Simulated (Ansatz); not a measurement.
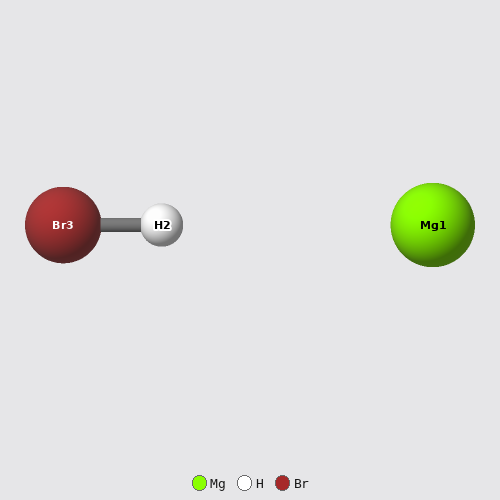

The system is Mg + HBr; the picture shows the reference structure. 
- Coordinates scanned: (1) distance Mg1–H2; (2) distance H2–Br3.
- Nothing is relaxed (the angle Mg1–H2–Br3 is fixed at 180 degrees).
- Grid: 17 × 17 points.
- Points are written as (first, second).
- Energies are in eV, from Mg far from the relaxed HBr (each part in its own basis).
- The reference is spin-restricted, so regions where a bond is pulled apart into radicals lie too high.
- Computed with Ansatz 0.2.0, RHF/def2-TZVPD.

Its coordinates:

```json
{"atom": "Mg", "x (Å)": "-3.7760", "y (Å)": "0.0000", "z (Å)": "0.0000"}
{"atom": "H", "x (Å)": "0.0000", "y (Å)": "0.0000", "z (Å)": "0.0000"}
{"atom": "Br", "x (Å)": "1.3690", "y (Å)": "0.0000", "z (Å)": "0.0000"}
```

Range: distance Mg1–H2 from 1.376 to 3.776 Å; distance H2–Br3 from 1.208 to 3.608 Å.

**Predict the map.**

The lowest grid point is at (3.776 Å, 1.369 Å), 0.029 eV from Mg far from the relaxed HBr (each part in its own basis). It lies in a valley that leaves the map towards separated partners. The highest grid point, (3.776 Å, 3.608 Å), lies 6.56 eV above the lowest.

| distance H2–Br3 ↓, distance Mg1–H2 → | 1.376 | 1.537 | 1.772 | 2.047 | 2.351 | 2.679 | 3.027 | 3.394 | 3.776 |
| --- | --- | --- | --- | --- | --- | --- | --- | --- | --- |
| 3.608 | 4.12 | 3.60 | 3.58 | 4.04 | 4.70 | 5.36 | 5.90 | 6.31 | 6.59 |
| 3.226 | 3.92 | 3.39 | 3.34 | 3.76 | 4.37 | 4.97 | 5.45 | 5.80 | 6.04 |
| 2.859 | 3.68 | 3.13 | 3.03 | 3.38 | 3.91 | 4.42 | 4.82 | 5.10 | 5.27 |
| 2.511 | 3.43 | 2.83 | 2.64 | 2.88 | 3.28 | 3.66 | 3.95 | 4.15 | 4.26 |
| 2.183 | 3.17 | 2.48 | 2.16 | 2.23 | 2.45 | 2.67 | 2.83 | 2.93 | 2.99 |
| 1.879 | 2.93 | 2.11 | 1.59 | 1.44 | 1.45 | 1.50 | 1.54 | 1.58 | 1.59 |
| 1.604 | 2.78 | 1.82 | 1.09 | 0.71 | 0.53 | 0.45 | 0.42 | 0.41 | 0.40 |
| 1.369 | 3.05 | 2.01 | 1.14 | 0.62 | 0.32 | 0.16 | 0.08 | 0.04 | 0.03 |
| 1.208 | 4.09 | 3.04 | 2.13 | 1.54 | 1.19 | 0.99 | 0.89 | 0.84 | 0.82 |

The table holds every second grid line.

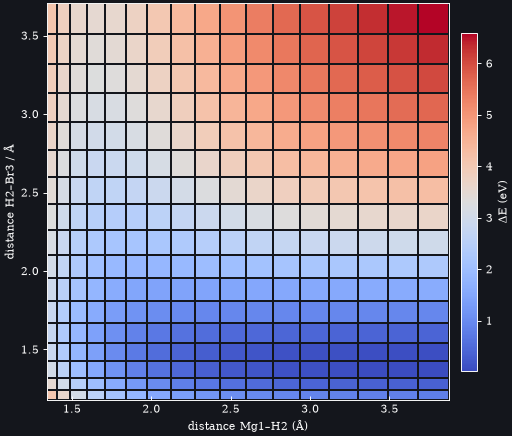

The picture shows one coloured cell a grid point.

Each point was launched as `ansatz run input.yaml --threads 1 --pin off --max-ram 2560MiB --backend cpu --events-out ev --progress --plain --runs-dir out`. Time for the 289 points that were run: 6.9 min on 1 thread of Arm Neoverse V2 (shared host).
